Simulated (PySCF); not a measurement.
**C₄H₇NOSi: density, localisation and related maps**

```xyz
14

C     3.7419    0.7014    0.1191
C     2.7755   -0.0131    0.1309
C     1.6348   -0.8531    0.1329
N     0.4847   -0.4005    0.3537
Si   -1.0997   -1.0680    0.4436
O    -2.0685   -0.2201   -0.5402
C    -2.2465    1.1613   -0.6057
H     4.5901    1.3209    0.1090
H     1.8552   -1.9103   -0.0749
H    -1.4090   -0.9072    1.8662
H    -1.3550   -2.3956   -0.0981
H    -1.2864    1.6804   -0.6372
H    -2.8090    1.3867   -1.5135
H    -2.8086    1.5167    0.2624
```

Geometry: GFN2-xTB.

Computed with CAM-B3LYP/def2-SVPD, SCF density, gas phase (PySCF 2.14.0).

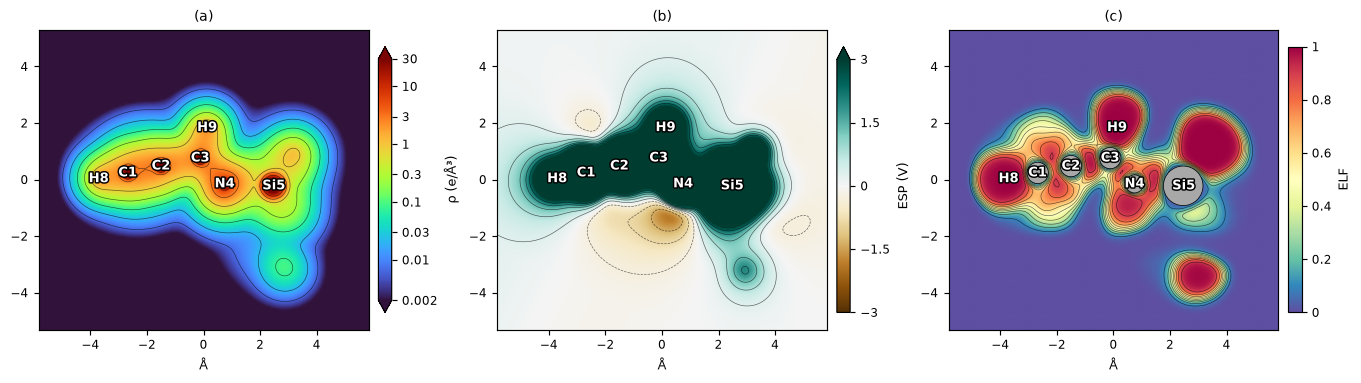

Figure 1. (a) total electron density; (b) molecular electrostatic potential; (c) electron localisation function on the plane of atoms N4, C3 and H9. Grey discs cover the atomic cores in the ELF map.

Q: Interpret the plot.

A: Atoms in the plane: C, N, Si and H. C–C (1.20 Å): ρ at the midpoint is about 2.7 e/Å³; the ELF peaks at about 0.85 between the atoms (a multiple bond). C–N (1.26 Å): ρ is about 2.8 e/Å³ halfway; the ELF peaks at about 0.90 between the atoms: a short, multiple covalent bond. Si–N (1.72 Å): ρ at the midpoint is about 1.1 e/Å³; the ELF peaks at about 0.95 between the atoms, as expected for a shared but strongly polarised pair. C–H (1.05 Å): the density is about 2.1 e/Å³ at the midpoint; the ELF climbs to about 1 towards the hydrogen, as it does in any bond to H (an ordinary covalent bond to hydrogen). The ELF also peaks beside N4, away from the bonds: lone-pair regions. Outside the dense part of the molecule the potential is most negative (−1.9 V) near N4.

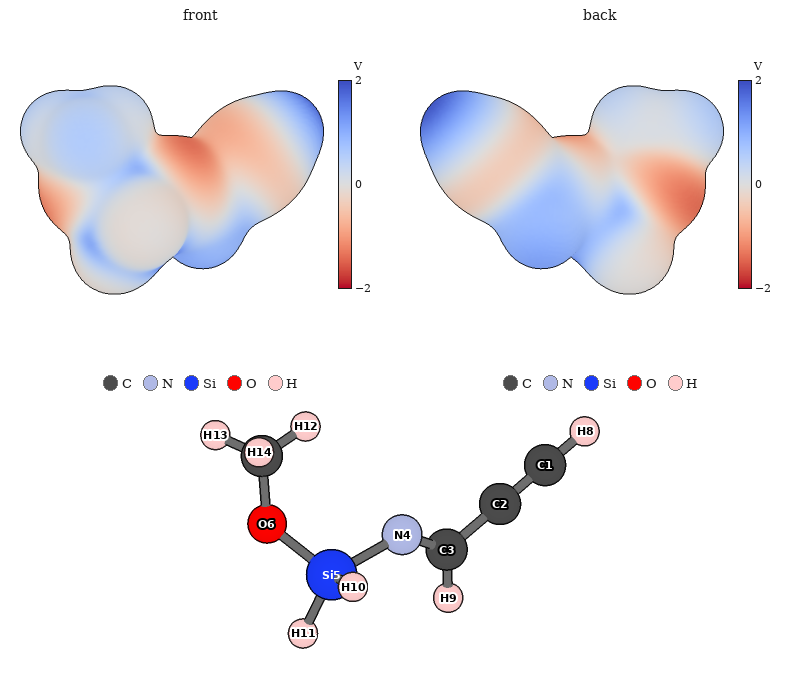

Figure 2. The electrostatic potential painted on the density surface at 0.002 e/bohr³, seen from the front and from behind; the colour scale runs from red (negative) to blue (positive). The bare structure is drawn below in the same view.

Q: Where is the surface potential most negative and most positive?

A: The most negative region (about −1.3 V) lies over N4 and O6, the most positive (about +1.8 V) over H8.
